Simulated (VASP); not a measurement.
Band structure of HfN (rock salt). All values below come from rev-vdW-DF2, VASP's PBE PAW potentials (set 64) (plane waves; VASP).

Unless said otherwise, spin-orbit coupling is left out, though it shifts the bands of the heavy elements here.

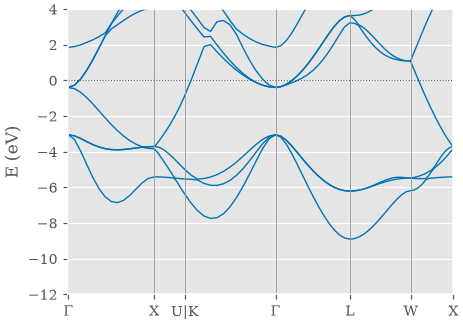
Figure. Bands along high-symmetry lines, zero at the valence-band maximum or, without a gap, the Fermi level

**Question.** Read the plot: is there a gap, and where are the band edges?

**Answer.** It has no gap at this level: it comes out as a metal or semimetal. (Edges off the drawn lines would not show.)

The compound is HfN in the rock salt structure. It was relaxed first. The electron count is odd and the run is not spin-polarised, which forces a metal.
